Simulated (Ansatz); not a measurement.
## Electronic structure of B2ClHSi (SMILES [SiH+]=B[B]Cl) (charge +1, doublet) in real space

Input file:

```
crystal:
  periodic: [false, false, false]
  atoms:
    - symbol: B
      position_ang: [0.000000, 0.000000, -1.618015]
    - symbol: B
      position_ang: [0.000000, 0.000000, -0.047444]
    - symbol: Cl
      position_ang: [0.000000, 0.000000, -3.252885]
    - symbol: Si
      position_ang: [0.000000, 0.000000, 1.721380]
    - symbol: H
      position_ang: [0.000000, 0.000000, 3.196965]
basis:
  gaussian: {orbitals: def2-TZVPD}
hamiltonian: {xc: pbe0}
output: {forces: true, orbitals: {seedname: orbitals}}
total_charge: 1
magnetization: {spin_polarized: true, initial_magnetization: 1}
```

Command:

```sh
ansatz run input.yaml --threads 1 --pin off --max-ram 2610MiB --events-out events.jsonl --progress --plain --runs-dir runs
```

Geometry: PBE0-D3(BJ)/def2-SVP.

All numbers below come from isolated molecule in a Gaussian basis; Kohn-Sham density functional theory, functional PBE0 in Ansatz.

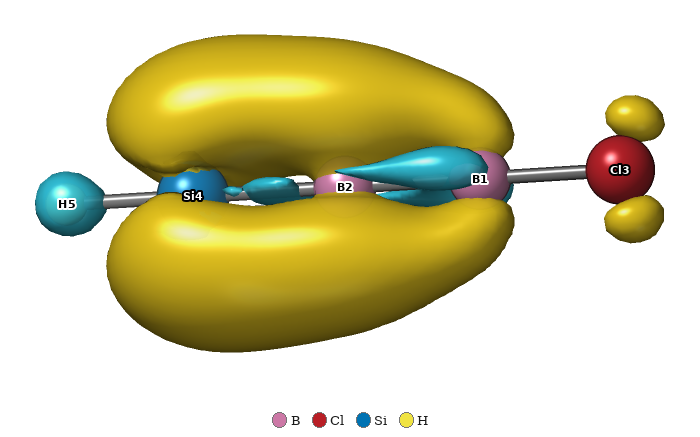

Figure 1. Isosurfaces of the spin density (α minus β) at +0.015 (yellow) and −0.015 e/Å³ (cyan), seen from one side.

Question: Which atoms carry the spin?

Answer: The unpaired spin (1 electron) lies mostly on Si4 (about 0.5), B2 (about 0.4) and B1 (about 0.1), in electrons by Hirshfeld's partition.

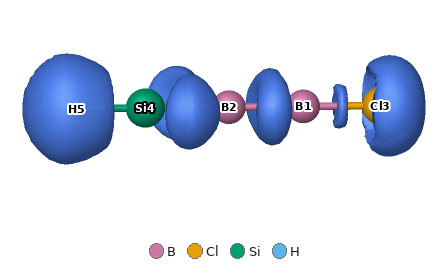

Figure 2. Isosurface of the ELF at 0.85 (blue), seen from one side. Only the valence region is drawn (cores and ρ < 0.01 e/Å³ removed).

Question: Identify the bonds, lone pairs and shells in this picture.

Answer: At this value the surface marks out one region between bonded B–B atoms (shared pairs), one region between bonded B–Cl atoms (shared pairs), one region between bonded B–Si atoms (shared pairs), one region around a hydrogen nucleus and one ring or bowl of non-bonding electrons around Cl. Along the contacts the grid gives the following. B–B (1.57 Å): the ELF peaks at about 0.95 between the atoms: localised, covalent bonding. B–Cl (1.63 Å): the ELF peaks at about 0.90 between the atoms (a short, strongly polar bond).

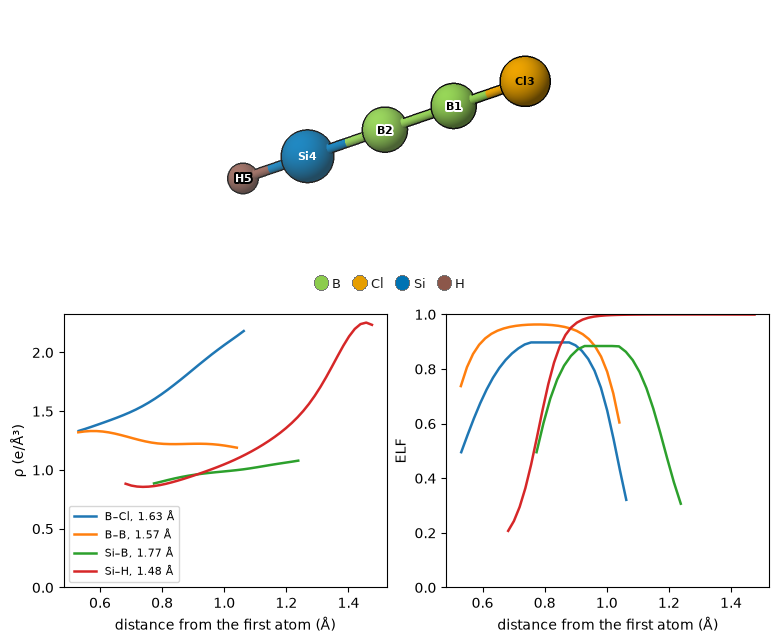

Figure 3. Total electron density and electron localisation function along straight lines between neighbouring atoms. The curves leave out the atomic cores. The structure is drawn too.

Question: Compare the contacts.

Answer: B–Cl (1.63 Å): ρ at the midpoint is about 1.7 e/Å³; the ELF peaks at about 0.90 between the atoms; a polar covalent bond.
B–B (1.57 Å): ρ is about 1.2 e/Å³ halfway; the ELF peaks at about 0.95 between the atoms; localised, covalent bonding.
Si–B (1.77 Å): ρ at the midpoint is about 0.95 e/Å³; the ELF peaks at about 0.90 between the atoms; a covalent bond.
Si–H (1.48 Å): ρ at the midpoint is about 0.86 e/Å³; the ELF climbs to about 1 towards the hydrogen, as it does in any bond to H.
